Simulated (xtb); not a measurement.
## Run report: C3H7Si (charge −1), optimise+frequencies calculation (part 2 of 2)

C3H7Si, charge −1, SMILES C=CC[SiH2-]; GFN1-xTB (xtb 6.7.1). The run did not end well.

Geometry of the input (Å):
```
C  -0.5776  1.7021  0.5252
C  0.1955  0.5671  0.8305
C  -0.0979  -0.6566  0.3693
Si 1.0098  -1.2298  -1.1875
H  -1.4052  1.5557  0.0046
H  -0.2321  2.6047  0.7987
H  1.1802  0.6966  1.3877
H  -1.1003  -0.7993  0.0661
H  0.0186  -1.5249  1.1468
H  0.5463  -0.1057  -2.1407
H  0.4034  -2.4825  -1.5564
```

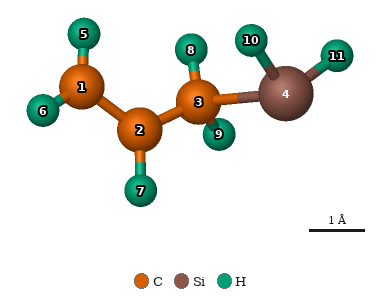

**Figure 1.** The structure (ball-and-stick view, seen at a tilt; atoms are numbered from 1 in the order of the input).

Log, continued
```
 132    -13.9199084  0.429937E+00  0.544E+00    1.05       1.0  T
 133    -14.3453543 -0.425446E+00  0.602E+00    0.87       1.0  T
 134    -14.2889600  0.563943E-01  0.593E+00    0.90       1.0  T
 135    -14.1839123  0.105048E+00  0.580E+00    0.94       1.0  T
 136    -14.4461617 -0.262249E+00  0.613E+00    0.84       1.0  T
 137    -14.2782466  0.167915E+00  0.592E+00    0.90       1.0  T
 138    -14.4916145 -0.213368E+00  0.619E+00    0.82       1.0  T
 139    -14.3670179  0.124597E+00  0.603E+00    0.87       1.0  T
 140    -14.5581077 -0.191090E+00  0.626E+00    0.80       1.0  T
 141    -14.4271429  0.130965E+00  0.610E+00    0.85       1.0  T
 142    -14.6521919 -0.225049E+00  0.637E+00    0.77       1.0  T
 143    -14.4557404  0.196451E+00  0.614E+00    0.84       1.0  T
 144    -14.7842922 -0.328552E+00  0.653E+00    0.72       1.0  T
 145    -14.4246045  0.359688E+00  0.610E+00    0.85       1.0  T
 146    -14.9951874 -0.570583E+00  0.676E+00    0.66       1.0  T
 147    -14.2590274  0.736160E+00  0.590E+00    0.91       1.0  T
 148    -15.3665754 -0.110755E+01  0.716E+00    0.55       1.0  T
 149    -13.8303377  0.153624E+01  0.532E+00    1.09       1.0  T
 150    -15.8454882 -0.201515E+01  0.765E+00    0.43       1.0  T
 151    -13.3329037  0.251258E+01  0.455E+00    1.31       1.0  T
 152    -15.7494428 -0.241654E+01  0.760E+00    0.44       1.0  T
 153    -13.8873947  0.186205E+01  0.544E+00    1.05       1.0  T
 154    -16.0944121 -0.220702E+01  0.790E+00    0.37       1.0  T
 155    -13.1617988  0.293261E+01  0.424E+00    1.40       1.0  T
 156    -15.4985034 -0.233670E+01  0.737E+00    0.50       1.0  T
 157    -14.9413481  0.557155E+00  0.676E+00    0.66       1.0  T
 158    -15.0132562 -0.719082E-01  0.681E+00    0.65       1.0  T
 159    -14.8288687  0.184388E+00  0.660E+00    0.71       1.0  T
 160    -15.1764463 -0.347578E+00  0.697E+00    0.60       1.0  T
 161    -14.7142296  0.462217E+00  0.646E+00    0.74       1.0  T
 162    -15.5155193 -0.801290E+00  0.732E+00    0.51       1.0  T
 163    -14.2818898  0.123363E+01  0.595E+00    0.90       1.0  T
 164    -16.1755276 -0.189364E+01  0.796E+00    0.36       1.0  T
 165    -13.4498408  0.272569E+01  0.477E+00    1.23       1.0  T
 166    -16.3184152 -0.286857E+01  0.815E+00    0.32       1.0  T
 167    -13.6795815  0.263883E+01  0.517E+00    1.12       1.0  T
 168    -16.4154247 -0.273584E+01  0.823E+00    0.31       1.0  T
 169    -13.5184460  0.289698E+01  0.491E+00    1.19       1.0  T
 170    -16.2329770 -0.271453E+01  0.808E+00    0.34       1.0  T
 171    -13.9807121  0.225226E+01  0.561E+00    0.99       1.0  T
 172    -16.4238072 -0.244310E+01  0.822E+00    0.31       1.0  T
 173    -13.4334533  0.299035E+01  0.476E+00    1.23       1.0  T
 174    -15.9924837 -0.255903E+01  0.786E+00    0.38       1.0  T
 175    -14.5885376  0.140395E+01  0.639E+00    0.76       1.0  T
 176    -15.9439195 -0.135538E+01  0.777E+00    0.40       1.0  T
 177    -13.8991481  0.204477E+01  0.546E+00    1.04       1.0  T
 178    -16.0141051 -0.211496E+01  0.784E+00    0.39       1.0  T
 179    -14.1556439  0.185846E+01  0.582E+00    0.93       1.0  T
 180    -16.1975663 -0.204192E+01  0.801E+00    0.35       1.0  T
 181    -13.8023886  0.239518E+01  0.533E+00    1.07       1.0  T
 182    -16.2229618 -0.242057E+01  0.806E+00    0.34       1.0  T
 183    -14.0337381  0.218922E+01  0.567E+00    0.97       1.0  T
 184    -16.3411642 -0.230743E+01  0.816E+00    0.32       1.0  T
 185    -13.7732859  0.256788E+01  0.530E+00    1.08       1.0  T
 186    -16.2536126 -0.248033E+01  0.810E+00    0.33       1.0  T
 187    -14.1381466  0.211547E+01  0.582E+00    0.93       1.0  T
 188    -16.3601301 -0.222198E+01  0.818E+00    0.32       1.0  T
 189    -13.7795943  0.258054E+01  0.531E+00    1.07       1.0  T
 190    -16.2128962 -0.243330E+01  0.807E+00    0.34       1.0  T
 191    -14.2965697  0.191633E+01  0.603E+00    0.86       1.0  T
 192    -16.3079130 -0.201134E+01  0.813E+00    0.33       1.0  T
 193    -13.8461009  0.246181E+01  0.541E+00    1.05       1.0  T
 194    -16.1791645 -0.233306E+01  0.804E+00    0.35       1.0  T
 195    -14.3774071  0.180176E+01  0.613E+00    0.83       1.0  T
 196    -16.2691942 -0.189179E+01  0.810E+00    0.33       1.0  T
 197    -13.9409547  0.232824E+01  0.554E+00    1.01       1.0  T
 198    -16.2094390 -0.226848E+01  0.806E+00    0.34       1.0  T
 199    -14.3464610  0.186298E+01  0.609E+00    0.84       1.0  T
 200    -16.3243123 -0.197785E+01  0.816E+00    0.32       1.0  T
 201    -13.9738278  0.235048E+01  0.559E+00    0.99       1.0  T
 202    -16.2954467 -0.232162E+01  0.815E+00    0.32       1.0  T
 203    -14.3008027  0.199464E+01  0.604E+00    0.86       1.0  T
 204    -16.4177419 -0.211694E+01  0.825E+00    0.30       1.0  T
 205    -13.9686284  0.244911E+01  0.559E+00    0.99       1.0  T
 206    -16.3605708 -0.239194E+01  0.821E+00    0.31       1.0  T
 207    -14.3169060  0.204366E+01  0.607E+00    0.85       1.0  T
 208    -16.4565050 -0.213960E+01  0.829E+00    0.30       1.0  T
 209    -13.9960292  0.246048E+01  0.563E+00    0.97       1.0  T
 210    -16.3549834 -0.235895E+01  0.821E+00    0.31       1.0  T
 211    -14.3925489  0.196243E+01  0.617E+00    0.82       1.0  T
 212    -16.4050811 -0.201253E+01  0.825E+00    0.30       1.0  T
 213    -14.0946413  0.231044E+01  0.577E+00    0.93       1.0  T
 214    -16.3069041 -0.221226E+01  0.817E+00    0.32       1.0  T
 215    -14.4545373  0.185237E+01  0.624E+00    0.80       1.0  T
 216    -16.3300462 -0.187551E+01  0.818E+00    0.32       1.0  T
 217    -14.2314480  0.209860E+01  0.595E+00    0.88       1.0  T
 218    -16.2916224 -0.206017E+01  0.815E+00    0.32       1.0  T
 219    -14.4558272  0.183580E+01  0.624E+00    0.80       1.0  T
 220    -16.3349484 -0.187912E+01  0.819E+00    0.32       1.0  T
 221    -14.3143446  0.202060E+01  0.606E+00    0.85       1.0  T
 222    -16.3602291 -0.204588E+01  0.822E+00    0.31       1.0  T
 223    -14.4127953  0.194743E+01  0.619E+00    0.81       1.0  T
 224    -16.4319212 -0.201913E+01  0.828E+00    0.30       1.0  T
 225    -14.3192957  0.211263E+01  0.607E+00    0.84       1.0  T
 226    -16.4796665 -0.216037E+01  0.833E+00    0.29       1.0  T
 227    -14.3662329  0.211343E+01  0.614E+00    0.82       1.0  T
 228    -16.5346721 -0.216844E+01  0.839E+00    0.28       1.0  T
 229    -14.3203288  0.221434E+01  0.608E+00    0.84       1.0  T
 230    -16.5393688 -0.221904E+01  0.839E+00    0.28       1.0  T
 231    -14.3840777  0.215529E+01  0.617E+00    0.81       1.0  T
 232    -16.5156515 -0.213157E+01  0.837E+00    0.28       1.0  T
 233    -14.4051749  0.211048E+01  0.619E+00    0.81       1.0  T
 234    -16.4349389 -0.202976E+01  0.830E+00    0.29       1.0  T
 235    -14.5095250  0.192541E+01  0.632E+00    0.77       1.0  T
 236    -16.3309653 -0.182144E+01  0.820E+00    0.31       1.0  T
 237    -14.5893059  0.174166E+01  0.642E+00    0.74       1.0  T
 238    -16.2232918 -0.163399E+01  0.810E+00    0.33       1.0  T
 239    -14.6965742  0.152672E+01  0.654E+00    0.71       1.0  T
 240    -16.1495872 -0.145301E+01  0.803E+00    0.35       1.0  T
 241    -14.7731206  0.137647E+01  0.662E+00    0.68       1.0  T
 242    -16.1302047 -0.135708E+01  0.801E+00    0.35       1.0  T
 243    -14.8256090  0.130460E+01  0.668E+00    0.67       1.0  T
 244    -16.1702746 -0.134467E+01  0.805E+00    0.34       1.0  T
 245    -14.8374858  0.133279E+01  0.670E+00    0.66       1.0  T
 246    -16.2652630 -0.142778E+01  0.814E+00    0.32       1.0  T
 247    -14.8089235  0.145634E+01  0.667E+00    0.67       1.0  T
 248    -16.4069618 -0.159804E+01  0.827E+00    0.30       1.0  T
 249    -14.7449114  0.166205E+01  0.660E+00    0.69       1.0  T
 250    -16.5820926 -0.183718E+01  0.844E+00    0.27       1.0  T

   *** convergence criteria cannot be satisfied within 250 iterations ***

         #    Occupation            Energy/Eh            Energy/eV
      -------------------------------------------------------------
         1        2.0000           -0.7384906             -20.0954
       ...           ...                  ...                  ...
         6        2.0000           -0.4858930             -13.2218
         7        2.0000           -0.4716025             -12.8330
         8        2.0000           -0.4434008             -12.0656
         9        2.0000           -0.4174909             -11.3605
        10        2.0000           -0.3931337             -10.6977
        11        2.0000           -0.3661442              -9.9633
        12        1.9893           -0.3385372              -9.2121 (HOMO)
        13        0.0107           -0.3286139              -8.9420 (LUMO)
        14                         -0.3056629              -8.3175
        15                         -0.2704891              -7.3604
        16                         -0.2132624              -5.8032
        17                         -0.1946497              -5.2967
       ...                                ...                  ...
        35                          1.2900101              35.1030
      -------------------------------------------------------------
                  HL-Gap            0.0099232 Eh            0.2700 eV
             Fermi-level           -0.3335756 Eh           -9.0771 eV

 SCC (total)                   0 d,  0 h,  0 min,  0.537 sec
 SCC setup                      ...        0 min,  0.000 sec (  0.033%)
 Dispersion                     ...        0 min,  0.000 sec (  0.013%)
 classical contributions        ...        0 min,  0.000 sec (  0.006%)
 integral evaluation            ...        0 min,  0.005 sec (  0.927%)
 iterations                     ...        0 min,  0.521 sec ( 97.056%)
 molecular gradient             ...        0 min,  0.010 sec (  1.906%)
 printout                       ...        0 min,  0.000 sec (  0.055%)

########################################################################
[ERROR] Program stopped due to fatal error
-3- Single point calculation terminated
-2- xtb_calculator_singlepoint: Electronic structure method terminated
-1- scf: Self consistent charge iterator did not converge
########################################################################
```

Standard error
```
ERROR STOP
Error termination. Backtrace:
abnormal termination of xtb
```

What the run reported

- outcome: not converged
- electrons treated: 24
- basis functions: 36
- HOMO: −9.21 eV
- LUMO: −8.94 eV
- wall time: 0.65 s
- peak memory: 0.071 GiB

What went wrong

Settings chosen away from the usual ones: method = gfn1-xtb; task = optfreq; opt_level = normal; x = {}; partner = base. The run did not converge. Its last values are not results.
